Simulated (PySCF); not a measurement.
```yaml
atoms:
  - { symbol: Al, position_ang: [-0.0911, -1.2741, -1.2819] }
  - { symbol: Cl, position_ang: [-0.1739, -2.7452, -2.7755] }
  - { symbol: N, position_ang: [1.4580, -0.8271, -0.5257] }
  - { symbol: Al, position_ang: [1.6130, 0.4257, 0.7295] }
  - { symbol: Cl, position_ang: [3.4771, 0.9291, 1.5607] }
  - { symbol: N, position_ang: [0.1040, 1.2264, 1.2373] }
  - { symbol: Al, position_ang: [-1.4991, 0.8343, 0.5651] }
  - { symbol: Cl, position_ang: [-3.2450, 1.7823, 1.2481] }
  - { symbol: N, position_ang: [-1.5414, -0.4133, -0.7063] }
  - { symbol: H, position_ang: [2.2953, -1.3131, -0.8382] }
  - { symbol: H, position_ang: [0.1587, 1.9412, 1.9591] }
  - { symbol: H, position_ang: [-2.4400, -0.6491, -1.1213] }
```

Geometry: PBE0-D3(BJ)/def2-SVP.

All numbers below come from PBE0/pcSseg-1 Al:pcSseg-2, SCF density, gas phase, non-relativistic (PySCF).

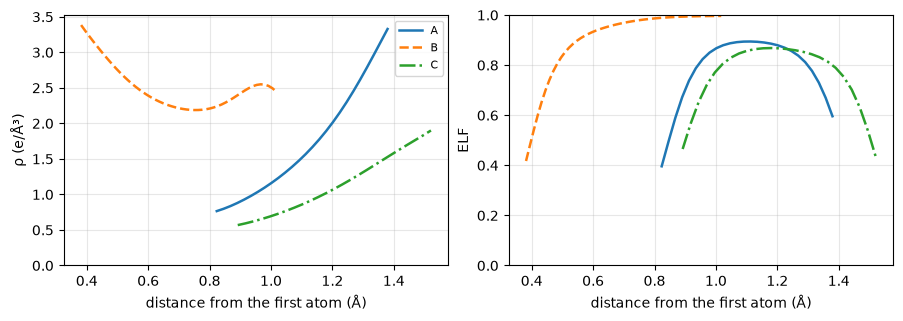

Al$_{3}$Cl$_{3}$H$_{3}$N$_{3}$ ((ClAlNH)3 ring). Total electron density and ELF along straight lines between neighbouring atoms. The curves leave out the atomic cores.

Which curve belongs to which contact (Al–Cl, Al–N and N–H)? The first atom named is at distance zero.

Curve A: Al–N (1.78 Å): ρ at the midpoint is about 0.88 e/Å³; the ELF peaks at about 0.90 in the valence shell of N, 0.7 Å from its nucleus, and is about 0.65 at the midpoint. Curve B: N–H (1.02 Å): ρ is about 2.7 e/Å³ halfway; the ELF climbs to about 1 towards the hydrogen, as it does in any bond to H; an ordinary covalent bond to hydrogen. Curve C: Al–Cl (2.10 Å): ρ is about 0.77 e/Å³ halfway; the ELF peaks at about 0.85 in the valence shell of Cl, 0.9 Å from its nucleus, and is about 0.85 at the midpoint.
